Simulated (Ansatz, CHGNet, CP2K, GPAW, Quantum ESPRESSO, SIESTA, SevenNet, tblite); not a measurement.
# GPAW on generalised stacking fault on (111) (glide set) of a Ge-Sn solid solution (48 atoms): settings against a plane-wave reference, part 2 of 2

How do the settings of GPAW change the result for generalised stacking fault on (111) (glide set) of a Ge-Sn solid solution (48 atoms)? A plane-wave run serves as the yardstick.

Program: GPAW 26.7.0; the method stands at each step. Banners, paths, timers and routine set-up lines are dropped from the logs unmarked, and long logs keep their key lines alone; longer cuts are marked.

So far. Step 3 (PBE, plane waves 450 eV): The run ends at a pressure of 9.57 GPa, with forces up to 13 eV/Å. Step 4 (PBE, LCAO dzp, h 0.2 Å, other mixer settings): Against the first run (6.3 %), the force difference from the reference is 6.3 %, at 1.1 times the CPU time: another solver or mixer reaches the same state.

## (5) RPBE, LCAO dzp, h 0.2 Å

Method: Kohn-Sham DFT, RPBE, PAW, atomic orbitals (dzp).

run.py

```python
import numpy as np
from ase.io import read
from gpaw import GPAW, FermiDirac

atoms = read("structure.xyz")
atoms.calc = GPAW(
    mode="lcao",
    basis="dzp",
    h=0.2,
    xc="RPBE",
    kpts={"size": (1, 1, 1), "gamma": True},
    occupations=FermiDirac(0.05),
    maxiter=200,
    symmetry={"point_group": False},
    txt="gpaw.txt",
)
energy = atoms.get_potential_energy(force_consistent=True)
forces = atoms.get_forces()
print(f"energy {energy:.6f} eV")
print("forces (eV/A)")
for i, (a, f) in enumerate(zip(atoms, forces)):
    print(f"{i:4d} {a.symbol:2s} {f[0]:10.5f} {f[1]:10.5f} {f[2]:10.5f}")
print(f"Fermi level {atoms.calc.get_fermi_level():.4f} eV")
for k in range(len(atoms.calc.get_ibz_k_points())):
    for s in range(atoms.calc.get_number_of_spins()):
        e = atoms.calc.get_eigenvalues(kpt=k, spin=s)
        n = np.searchsorted(e, atoms.calc.get_fermi_level())
        print(f"k {k} spin {s} levels about the Fermi level:", np.round(e[max(n - 6, 0):n], 4).tolist(), "|", np.round(e[n:n + 6], 4).tolist())
```

structure.xyz

```xyz
48
Lattice="8.33424 0.00000 0.00000 0.00000 7.21767 0.00000 3.47263 0.00000 20.51464" Properties=species:S:1:pos:R:3 pbc="T T T"
[... 48 atom lines left out: the same atoms as in the first run ...]
```

Started as:

```bash
$ OMP_NUM_THREADS=1 python run.py > output.txt
```

Numbers of over 12 decimals in the logs are rounded to 6 here.

The log of the run:

```text
energy -152.784123 eV
forces (eV/A)
   0 Ge    4.72608   -3.68157    0.94254
   1 Sn    1.39326   -1.21179   -0.93242
   2 Sn   -3.27687    0.84676    0.30919
   3 Ge   -0.23176    0.86894    2.57564
   4 Sn    7.90895   -6.14038    4.77559
   5 Ge   -1.84070    0.65176    0.01701
[...]
45 Ge   -4.68137    3.81782   -2.43035
  46 Ge    0.50896   -0.36927   -0.93663
  47 Ge   -4.40779    2.86644   -1.24066
Fermi level 5.9069 eV
k 0 spin 0 levels about the Fermi level: [5.3083, 5.4766, 5.6452, 5.7463, 5.7577, 5.8838] | [5.9364, 6.0099, 6.1557, 6.2281, 6.2774, 6.4983]
```

gpaw.txt:

```text
Input parameters:
  mode=LCAO(),
  basis={'default': 'dzp'},
  h=0.2,
  kpts=MonkhorstPack(size=(1, 1, 1), gamma=True),
  maxiter=200,
  occupations=Occupations(name='fermi-dirac', width=0.05, fixmagmom=False),
[... lines left out ...]
  Fermi-Dirac:
[... lines left out ...]
convergence criteria:
- Maximum [total energy] change in last 3 cyles: 0.0005 eV / valence electron
[... lines left out ...]
Converged in 19 steps
[... lines left out ...]
  Free energy:    -152.784123
[... lines left out ...]
Fermi level: 5.907
[... lines left out ...]
|        ... |               |           |
|        203 |         9.380 |     0.000 |
Gap: 0.053 eV
Transition (v -> c):
  (s=0, k=0, n=165, [0.00, 0.00, 0.00]) -> (s=0, k=0, n=166, [0.00, 0.00, 0.00])
No difference between direct/indirect transitions
Force computation time: 20.510  # s
timing:  # [seconds]
  Total:  199.597  # ━━━━━━━━━━━━━━━━━━━━━━━━━━━━━━━━━━━━━━━━━━━━━━━━━━━━━━━━
  Init:     8.568  # ━━╸
  SCF:    170.487  # ━━━━━━━━━━━━━━━━━━━━━━━━━━━━━━━━━━━━━━━━━━━━━━━━
  Forces:  20.510  # ━━━━━━
```

The job ended after 3.4 min (1 thread of Arm Neoverse V1, shared host; peak memory 1.2 GiB).

Compared with the plane-wave run:

```yaml
r_m_s_force_component: 2.451 eV/Å
r_m_s_difference_of_force_components: 189 meV/Å
longest_difference_of_force_vectors: 874.9 meV/Å
force_difference_over_r_m_s_force: 8.315 %
slope_of_forces_against_the_reference_s: 1.078
correlation_of_force_components: 0.9996
```

Against the first run (6.3 %), the force difference from the reference is 8.3 %, at 1.0 times the CPU time; the model has changed, so this is no error of the program alone.

## (6) All runs compared

Differences are against the plane-wave reference, forces as r.m.s. over components; share is that over the reference's r.m.s. force, slope the least-squares factor from reference forces to these. Total energies of different programs have different zeros and aren't compared.

```csv
run,"Δ force, r.m.s. (meV/Å)",share (%),slope,Δ pressure (GPa),cores,CPU time,memory (GiB)
reference,-,-,-,-,4,1.7 min,1.7
"GPAW PBE, LCAO dzp, h 0.2 Å",143,6.31,1.058,-,1,3.3 min,1.2
"GPAW PBE, plane waves 450 eV",39.4,1.73,1.004,-0.625,2,7.6 min,1.2
"GPAW PBE, LCAO dzp, h 0.2 Å, other mixer settings",143,6.27,1.058,-,1,3.6 min,1.1
"GPAW RPBE, LCAO dzp, h 0.2 Å",189,8.32,1.078,-,1,3.4 min,1.2
```

CPU time is summed over cores on a shared host, where runs went side by side, so it is rough. Symmetry, cutoffs, thresholds, outputs and thread counts weren't matched or tuned between programs; memory under MPI is the largest rank's times the ranks.

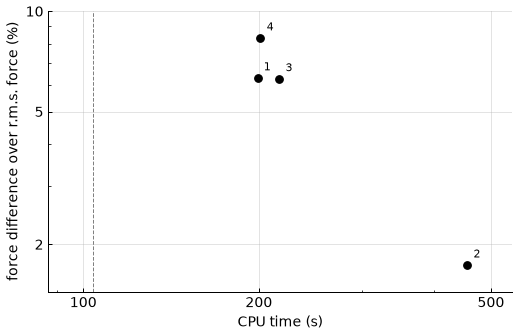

Force difference against CPU time; the dashed line marks the reference's time. Points: 1 GPAW PBE, LCAO dzp, h 0.2 Å; 2 GPAW PBE, plane waves 450 eV; 3 GPAW PBE, LCAO dzp, h 0.2 Å, other mixer settings; 4 GPAW RPBE, LCAO dzp, h 0.2 Å.

Within one program, basis, potentials and functional, energies share a zero. Each run against its twin at the usual cutoff or grid and solver:

```csv
run,twin,Δ energy (meV/atom),"Δ force, r.m.s. (meV/Å)",CPU time over the twin's
"GPAW PBE, LCAO dzp, h 0.2 Å, other mixer settings","LCAO dzp, h 0.2 Å",0,4.13,1.1
```

A second geometry, displaced anew (every atom was moved at random, 0.08 Å r.m.s. a Cartesian component), gives an energy difference that all programs can be tested on. The reference puts it at 61.68 meV/atom.

```csv
run,energy less the first geometry's (meV/atom),error (meV/atom),force share at the second geometry (%)
"GPAW PBE, LCAO dzp, h 0.2 Å",66.93,5.25,6.73
"GPAW PBE, plane waves 450 eV",63.17,1.49,2.45
"GPAW PBE, LCAO dzp, h 0.2 Å, other mixer settings",66.93,5.25,6.72
"GPAW RPBE, LCAO dzp, h 0.2 Å",68.75,7.08,8.88
```

## (7) Summary of results

```
nearest in forces : GPAW PBE, plane waves 450 eV, 1.7 %
its CPU time      : 7.6 min
```

**Reading.** PBE on plane waves or a grid with other potentials, cutoffs or grids differs from the reference by 1.7 % (GPAW PBE, plane waves 450 eV) of the r.m.s. force; this holds the reference's own error, so differences of a few per cent don't tell which side is nearer the exact PBE result. The PBE runs in local orbitals differ by 6.3 % in each run; basis, grid and potentials can all enter. Rows with another functional or a dispersion term differ by 8.3 % (GPAW RPBE, LCAO dzp, h 0.2 Å), which mixes the change of model with differences of basis and potentials. None of the electronic-structure runs in the table takes under half the reference's CPU time of 1.7 min; they take 1.9 to 4.4 times as much. The energy difference between the two geometries, 61.7 meV/atom in the reference, is met best by GPAW PBE, plane waves 450 eV (+1.49) and worst by GPAW RPBE, LCAO dzp, h 0.2 Å (+7.08). The potentials hold different valence shells: 672 electrons in the reference, 332 in GPAW; this bears on time and differences. GPAW's setups keep the filled d shell of Ge in the core. The reference's stress is far from hydrostatic: its diagonal is 18.2, 4.7, 7.7 GPa, compression counted positive. The host structure and its lattice constant were typed by rule, without a check against the phase diagram. The reference's pressure of 10 GPa belongs to a cell and atoms that aren't relaxed at this level. The electronic-structure runs sample only Γ, in a cell whose shortest periodic width is 7 Å, which is coarse for a cell with partly filled levels.

[Also dropped from logs without a mark: logging warnings of Python, and SIESTA's first energy breakdown and zero terms.]

[Logs are printed without paths, hosts, clocks, repeated set-up lines and the standing remarks that a program may print on its own settings, such as how far it seeks lower states.]

[Hosts, paths, dates, database ids (printed as entryN), source tags and the programs' standing remarks are cut or masked in the printed files.]
